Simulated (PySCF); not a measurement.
# One shape, several levels: H3PO (SMILES O=[PH3])

Aim: a comparison of 4 runs (PBE0/STO-3G, MP2/STO-3G, CCSDT/STO-3G, CISD/STO-3G) of H3PO. Input form: a Python script.

The calculation is run with PySCF 2.14.0.

8 further runs of the same task are left out: 8 set aside as unsound or not needed.

### 1 The molecule

The species is H3PO (5 atoms), meant as a singlet with charge 0. As SMILES, `O=[PH3]`. The O1–P2 distance was set to 2.179 Å, away from the relaxed value.

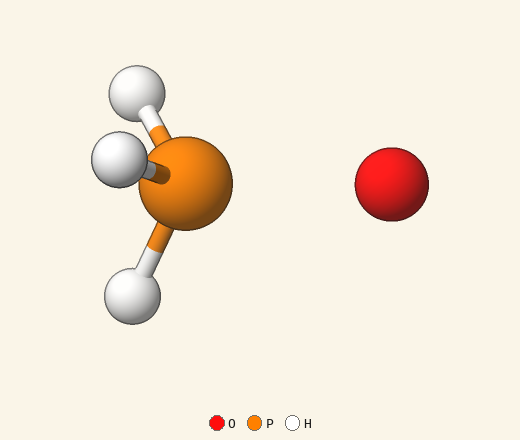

Viewed from a chosen angle; oxygen red, phosphorus orange, hydrogen white.

### 2 A single-point energy at PBE0/STO-3G (run 1)

input.py reads:

```python
from pyscf import gto, dft

mol = gto.M(
    atom='''
O   -2.043698  -0.485083   0.788165
P   -0.058510  -0.014650   0.022530
H    0.807060   0.564860   0.939400
H    0.663660  -1.098320  -0.454890
H   -0.030250   0.876380  -1.039990
''',
    verbose=4,
    max_memory=1860,
    charge=0,
    basis='sto-3g',
)

mf = dft.RKS(mol, xc='pbe0')
mf.grids.level = 5
mf.conv_tol = 1e-10
mf.kernel()
if not mf.converged:
    mf = mf.newton().run(mf.mo_coeff, mf.mo_occ)

e_tot = mf.e_tot
print(f'total energy: {e_tot:.8f} hartree')
```

Command:

```bash
$ OMP_NUM_THREADS=1 python input.py
```

What it wrote:

```text
PySCF version 2.14.0

[... 88 lines left out ...]
converged SCF energy = -413.050656618578
total energy: -413.05065662 hartree
```

Run time: 3.6 s. Hardware: 1 thread of Arm Neoverse V2, shared host; peak memory 0.19 GiB.

### 3 A single-point energy at MP2/STO-3G (run 2)

run.py reads:

```python
from pyscf import gto, scf, mp

mol = gto.Mole()
mol.atom = [
    ('O', (-2.043698, -0.485083, 0.788165)),
    ('P', (-0.058510, -0.014650, 0.022530)),
    ('H', (0.807060, 0.564860, 0.939400)),
    ('H', (0.663660, -1.098320, -0.454890)),
    ('H', (-0.030250, 0.876380, -1.039990)),
]
mol.spin = 0
mol.max_memory = 1860
mol.verbose = 3
mol.basis = 'sto-3g'
mol.build()

calc0 = scf.RHF(mol)
calc0.conv_tol = 1e-10
calc0.kernel()
if not calc0.converged:
    calc0 = calc0.newton().run(calc0.mo_coeff, calc0.mo_occ)

pt = mp.MP2(calc0, frozen=6).run()
e_final = pt.e_tot
print('E(%s) = %.9f' % ('MP2', e_final))
```

Command:

```bash
$ OMP_NUM_THREADS=1 python run.py
```

What it wrote:

```text
converged SCF energy = -412.325964495505
E(RMP2) = -412.382688905127  E_corr = -0.0567244096226161
E(SCS-RMP2) = -412.392782894508  E_corr = -0.0668183990035348
E(MP2) = -412.382688905
```

Run time: 0.66 s. Hardware: 1 thread of Arm Neoverse V2, shared host; peak memory 0.11 GiB.

### 4 A single-point energy at CCSDT/STO-3G (run 3)

run.py reads:

```python
from pyscf import gto, scf, cc

mol = gto.M(
    atom='''
O   -2.043698  -0.485083   0.788165
P   -0.058510  -0.014650   0.022530
H    0.807060   0.564860   0.939400
H    0.663660  -1.098320  -0.454890
H   -0.030250   0.876380  -1.039990
''',
    max_memory=1860,
    verbose=3,
    spin=0,
    basis='sto-3g',
)

mf = scf.RHF(mol)
mf.conv_tol = 1e-10
mf.kernel()
if not mf.converged:
    mf = mf.newton().run(mf.mo_coeff, mf.mo_occ)

mycc = cc.CCSDT(mf, frozen=6)
mycc.kernel()
etot = mycc.e_tot
print(f'total energy: {etot:.8f} hartree')
```

Command:

```bash
$ OMP_NUM_THREADS=1 python run.py
```

What it wrote:

```text
converged SCF energy = -412.325964495505
_make_eris_incore_RCCSDT

WARN: A large `blksize` is being used, which may cause large memory consumption
      for storing contraction intermediates. If memory is sufficient, consider using
      `pyscf.cc.rccsdt_highm.RCCSDT` instead.

RCCSDT converged
E(RCCSDT) = -412.4151941487554   E_corr = -0.0892296532507551
E_corr(same-spin) = -0.00224659055443408
E_corr(oppo-spin) = -0.086983062696321
total energy: -412.41519415 hartree
```

Wall time 0.99 s (1 thread of Arm Neoverse V2, shared host); peak memory 0.1 GiB.

### 5 A single-point energy at CISD/STO-3G (run 4)

input.py reads:

```python
from pyscf import gto, scf, ci

mol = gto.Mole()
mol.atom = [
    ('O', (-2.043698, -0.485083, 0.788165)),
    ('P', (-0.058510, -0.014650, 0.022530)),
    ('H', (0.807060, 0.564860, 0.939400)),
    ('H', (0.663660, -1.098320, -0.454890)),
    ('H', (-0.030250, 0.876380, -1.039990)),
]
mol.verbose = 4
mol.spin = 0
mol.max_memory = 1860
mol.basis = 'sto-3g'
mol.build()

calc0 = scf.RHF(mol)
calc0.conv_tol = 1e-10
calc0.kernel()
if not calc0.converged:
    calc0 = calc0.newton().run(calc0.mo_coeff, calc0.mo_occ)

cisd = ci.CISD(calc0, frozen=6)
cisd.kernel()
e_final = cisd.e_tot
print('E(%s) = %.9f' % ('CISD', e_final))
```

Command:

```bash
$ OMP_NUM_THREADS=1 python input.py
```

What it wrote:

```text
PySCF version 2.14.0

[... 63 lines left out ...]
converged SCF energy = -412.325964495505
[... 1 line left out ...]
******** <class 'pyscf.ci.cisd.RCISD'> ********
CISD nocc = 7, nmo = 11
frozen orbitals 6
max_cycle = 50
direct = 0
conv_tol = 1e-09
max_cycle = 50
max_space = 12
lindep = 0
nroots = 1
Init t2, MP2 energy = -0.0567244095649128
RCISD converged
E(RCISD) = -412.4094788772566  E_corr = -0.0835143817519432
E(CISD) = -412.409478877
```

Run time: 0.68 s. Hardware: 1 thread of Arm Neoverse V2, shared host; peak memory 0.1 GiB.

### 6 All runs side by side

```tsv
run	level	integration grid	frozen core orbitals	energy (Eh)	dipole moment (D) of the reference	HOMO energy (eV)	LUMO energy (eV)	wall time
1	PBE0/STO-3G	5	–	-413.050657	3.97	-0.36	4.03	3.6 s
2	MP2/STO-3G	–	6	-412.382689	3.17	-7.64	10.49	0.66 s
3	CCSDT/STO-3G	–	6	-412.415194	3.17	-7.64	10.49	0.99 s
4	CISD/STO-3G	–	6	-412.409479	3.17	-7.64	10.49	0.68 s
```

### 7 What came out

| quantity | value |
| --- | --- |
| run 4: total energy | -412.40948 Eh |
| run 4: dipole moment (Hartree–Fock density) | 3.17 D |
| run 4: HOMO energy (Hartree–Fock orbitals) | -7.64 eV |
| run 4: LUMO energy (Hartree–Fock orbitals) | 10.49 eV |
| run 4: HOMO–LUMO gap (Hartree–Fock orbitals) | 18.13 eV |
| run 4: correlation energy (6 core orbitals frozen) | -83.5 mEh |

What this shows: In runs 1, 2, 3, 4 the basis is minimal, so the values are rough. All runs together took 6 s, the longest 3.6 s.
